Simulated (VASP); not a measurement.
Band structure of Yb (fcc). Calculation: revTPSS meta-GGA, VASP's PBE PAW potentials (set 64) (plane waves; VASP 6.6.1).

The 4f electrons are frozen in the core of the lanthanide potential, so 4f levels, which can set the real gap, and their magnetism are missing.

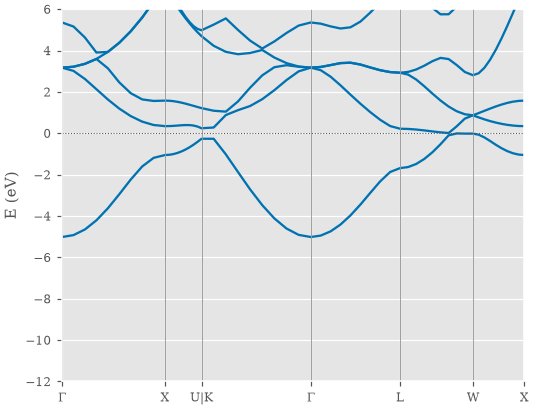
Bands along high-symmetry lines, zero at the valence-band maximum or, without a gap, the Fermi level

### Question
Read the plot: is there a gap, and where are the band edges?

### Answer
It has no gap at this level: it comes out as a metal or semimetal.

The compound is Yb in the fcc structure. It was relaxed first, which changed the volume by -9 %.
